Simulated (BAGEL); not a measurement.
**C2H4NSi− (SMILES C#C[SiH-]N) at HF/6-31G(d) (density fitting with qzvpp-jkfit, spherical functions)**

Aim: the energy change on altering one bond length of C2H4NSi− at HF/6-31G* (density fitting with qzvpp-jkfit, spherical functions), from 2 runs. 

Program for the calculation: BAGEL 1.2.2.

**1. The molecule**

C2H4NSi−: 8 atoms, total charge -1, spin state singlet. As SMILES, `C#C[SiH-]N`. The shape is that of a GFN2-xTB optimisation. This is one conformer, not always the lowest.

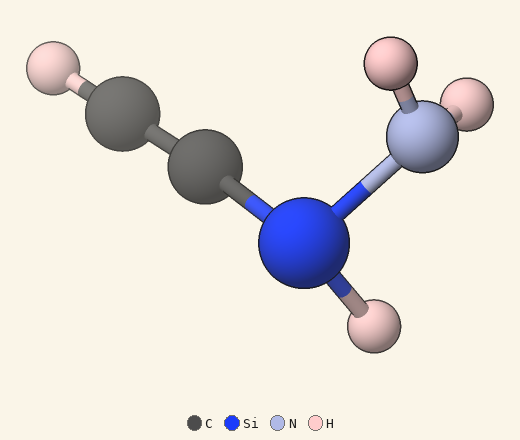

Viewed from a chosen angle; carbon dark grey, silicon blue, nitrogen light blue, hydrogen pink.

**2. The energy at HF/6-31G(d) (density fitting with qzvpp-jkfit, spherical functions)**

Input file calc.json:

```json
{ "bagel": [

{
  "title": "molecule",
  "basis": "6-31gs.json",
  "df_basis": "qzvpp-jkfit",
  "angstrom": "true",
  "geometry": [
    { "atom": "C", "xyz": [       0.279050,       1.853940,      -1.189400 ] },
    { "atom": "C", "xyz": [       0.177520,       1.083400,      -0.260710 ] },
    { "atom": "Si", "xyz": [       0.551220,      -0.169920,       1.081360 ] },
    { "atom": "N", "xyz": [      -0.100430,      -1.724230,       0.469350 ] },
    { "atom": "H", "xyz": [       0.301890,       2.546050,      -1.994630 ] },
    { "atom": "H", "xyz": [      -0.569410,       0.172850,       2.046120 ] },
    { "atom": "H", "xyz": [       0.434460,      -2.067110,      -0.320570 ] },
    { "atom": "H", "xyz": [      -1.074300,      -1.694990,       0.168480 ] }
  ]
},

{
  "title": "hf",
  "charge": -1
},

{
  "title": "print",
  "file": "orbitals.molden",
  "orbitals": "true"
}

]}
```

The basis set 6-31G* is read from a file made from the Basis Set Exchange's data (not shown).

Run with:

```sh
BAGEL_NUM_THREADS=1 BAGEL calc.json > calc.out
```

Output:

```text
* using 1 threads per process

  ===============================================================
  ===============================================================

  *** Geometry ***

  { "atom" : "C", "xyz" : [      0.527328,      3.503439,     -2.247640 ] },
  { "atom" : "C", "xyz" : [      0.335464,      2.047329,     -0.492670 ] },
  { "atom" : "Si", "xyz" : [      1.041655,     -0.321102,      2.043474 ] },
  { "atom" : "N", "xyz" : [     -0.189785,     -3.258322,      0.886943 ] },
  { "atom" : "H", "xyz" : [      0.570489,      4.811337,     -3.769304 ] },
  { "atom" : "H", "xyz" : [     -1.076029,      0.326639,      3.866606 ] },
  { "atom" : "H", "xyz" : [      0.821010,     -3.906272,     -0.605790 ] },
  { "atom" : "H", "xyz" : [     -2.030133,     -3.203067,      0.318381 ] },

  Number of auxiliary basis functions:      427

  Since a DF basis is specified, we compute 2- and 3-index integrals:
    o Being stored without compression. Storage requirement is 0.016 GB

  Number of basis functions:       68
  Number of electrons      :       37

    * METHOD: MOLECULE                             0.17

  *** RHF ***

  === Nuclear Repulsion ===
   129.6474828698

      * DIIS with orbital gradients will be used.

  === RHF iteration (6-31gs.json) ===
      0       -421.11520745          0.02405660           0.04
      1       -421.28727842          0.01261126           0.04
      2       -421.34308641          0.00207879           0.03
      3       -421.34543382          0.00070144           0.03
      4       -421.34569202          0.00017333           0.03
      5       -421.34571882          0.00009666           0.03
      6       -421.34572551          0.00004056           0.03
      7       -421.34572821          0.00001457           0.03
      8       -421.34572857          0.00000693           0.03
      9       -421.34572864          0.00000348           0.03
     10       -421.34572866          0.00000129           0.03
     11       -421.34572866          0.00000046           0.03
     12       -421.34572866          0.00000020           0.03
     13       -421.34572866          0.00000009           0.03
     14       -421.34572866          0.00000004           0.03
     15       -421.34572866          0.00000002           0.03
     16       -421.34572866          0.00000001           0.03
    * SCF iteration converged.

    * Permanent dipole moment:
           (    0.790129,    -0.131510,     1.562098) a.u.

    * METHOD: HF                                   0.71

    * METHOD: PRINT                                0.01

  ===============================================================
```

Wall time 1 s (1 thread of Arm Neoverse V1, shared host).

**3. The distorted shape at the same level**

Input file calc.json:

```json
{ "bagel": [

{
  "title": "molecule",
  "basis": "6-31gs.json",
  "df_basis": "qzvpp-jkfit",
  "angstrom": true,
  "geometry": [
    { "atom": "C", "xyz": [       0.766024,       1.839319,      -1.038953 ] },
    { "atom": "C", "xyz": [       0.664494,       1.068779,      -0.110263 ] },
    { "atom": "Si", "xyz": [       1.038194,      -0.184541,       1.231807 ] },
    { "atom": "N", "xyz": [       0.386544,      -1.738851,       0.619797 ] },
    { "atom": "H", "xyz": [       0.788864,       2.531429,      -1.844183 ] },
    { "atom": "H", "xyz": [      -0.082436,       0.158229,       2.196567 ] },
    { "atom": "H", "xyz": [       0.921434,      -2.081731,      -0.170123 ] },
    { "atom": "H", "xyz": [      -1.074300,      -1.694990,       0.168480 ] }
  ]
},

{ "title": "hf", "charge": -1 },

{ "title": "print", "file": "orbitals.molden", "orbitals": true }

]}
```

The basis set 6-31G* is read from a file made from the Basis Set Exchange's data (not shown).

Run with:

```sh
BAGEL_NUM_THREADS=1 BAGEL calc.json > calc.out
```

Output:

```text
* using 1 threads per process

  ===============================================================
  ===============================================================

  *** Geometry ***

  { "atom" : "C", "xyz" : [      1.447576,      3.475809,     -1.963337 ] },
  { "atom" : "C", "xyz" : [      1.255712,      2.019700,     -0.208367 ] },
  { "atom" : "Si", "xyz" : [      1.961902,     -0.348732,      2.327778 ] },
  { "atom" : "N", "xyz" : [      0.730462,     -3.285952,      1.171247 ] },
  { "atom" : "H", "xyz" : [      1.490737,      4.783708,     -3.485001 ] },
  { "atom" : "H", "xyz" : [     -0.155781,      0.299009,      4.150910 ] },
  { "atom" : "H", "xyz" : [      1.741258,     -3.933901,     -0.321486 ] },
  { "atom" : "H", "xyz" : [     -2.030133,     -3.203067,      0.318381 ] },

  Number of auxiliary basis functions:      427

  Since a DF basis is specified, we compute 2- and 3-index integrals:
    o Being stored without compression. Storage requirement is 0.016 GB

  Number of basis functions:       68
  Number of electrons      :       37

    * METHOD: MOLECULE                             0.17

  *** RHF ***

  === Nuclear Repulsion ===
   127.8284290650

      * DIIS with orbital gradients will be used.

  === RHF iteration (6-31gs.json) ===
      0       -420.99226452          0.02534284           0.04
      1       -421.15852976          0.01606924           0.03
      2       -421.25137164          0.00270233           0.03
      3       -421.25529577          0.00090723           0.03
      4       -421.25584296          0.00022080           0.03
      5       -421.25589650          0.00011663           0.03
      6       -421.25590315          0.00005391           0.03
      7       -421.25590584          0.00001381           0.03
      8       -421.25590614          0.00000698           0.03
      9       -421.25590623          0.00000311           0.03
     10       -421.25590625          0.00000130           0.03
     11       -421.25590625          0.00000057           0.03
     12       -421.25590625          0.00000018           0.03
     13       -421.25590625          0.00000007           0.03
     14       -421.25590625          0.00000004           0.03
     15       -421.25590625          0.00000002           0.03
     16       -421.25590625          0.00000001           0.03
     17       -421.25590625          0.00000001           0.03
    * SCF iteration converged.

    * Permanent dipole moment:
           (    0.327014,    -0.479240,     1.391643) a.u.

    * METHOD: HF                                   0.74

    * METHOD: PRINT                                0.01

  ===============================================================
```

It took 1.1 s on 1 thread of Arm Neoverse V1, shared host.

**4. Summary of results**

At HF/6-31G* (density fitting with qzvpp-jkfit, spherical functions):

```
                                                              quantity          value
                                             first shape: total energy  -421.34573 Eh
                                              first shape: HOMO energy       -1.36 eV
                                              first shape: LUMO energy        9.02 eV
    first shape: HOMO–LUMO gap (to an unbound level, set by the basis)       10.38 eV
                                         distorted shape: total energy  -421.25591 Eh
                                          distorted shape: HOMO energy       -1.59 eV
                                          distorted shape: LUMO energy        7.86 eV
distorted shape: HOMO–LUMO gap (to an unbound level, set by the basis)        9.46 eV
     energy change with the N4–H8 bond stretched from 1.020 to 1.530 Å       2.444 eV
```

With the N4–H8 bond stretched from 1.020 to 1.530 Å the energy rises by 2.44 eV (56 kcal/mol). The first shape isn't relaxed at this level, so the change isn't measured from a minimum.
